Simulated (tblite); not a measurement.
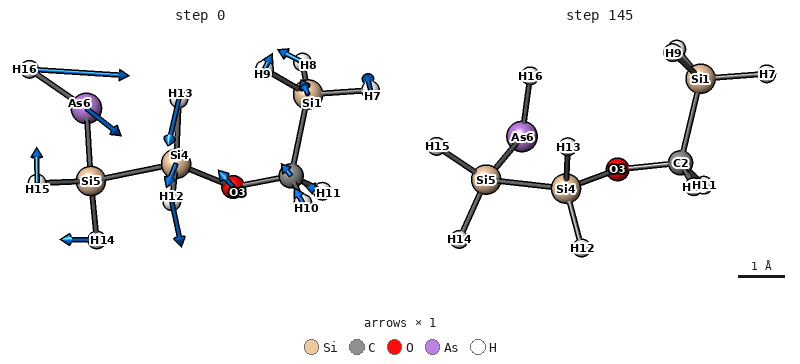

The structure of CH10AsOSi3 (multiplicity 2) before (left) and after (right) a relaxation, at one scale. The blue arrows give the displacements, at their true length.

The picture is a ball-and-stick view, seen from a free direction.

Level of theory: tblite 0.8.0, GFN2-xTB geometry optimisation, gas phase. 

**Describe what moved and what it gained.**

The largest move after the best rigid fit is that of H16, 2.23 Å. Largest moves by element: H 2.23 Å, As 1.04 Å, Si 0.65 Å, O 0.55 Å, C 0.37 Å. Near-neighbour distances that change, for instance: Si1–Si4 3.296 → 3.909 Å, O3–Si4 1.700 → 1.630 Å, Si1–C2 1.854 → 1.907 Å, Si4–Si5 2.257 → 2.306 Å. Bond angles that change, for instance: Si5–As6–H16 108.5° → 91.8°, Si5–Si4–H12 106.6° → 120.4°, C2–O3–Si4 115.3° → 127.5°. Groups turn about Si4–Si5 by about 65°, C2–O3 by about 45°, Si5–As6 by about 45°. After 145 geometry steps the energy has fallen by 73.4 kJ/mol.
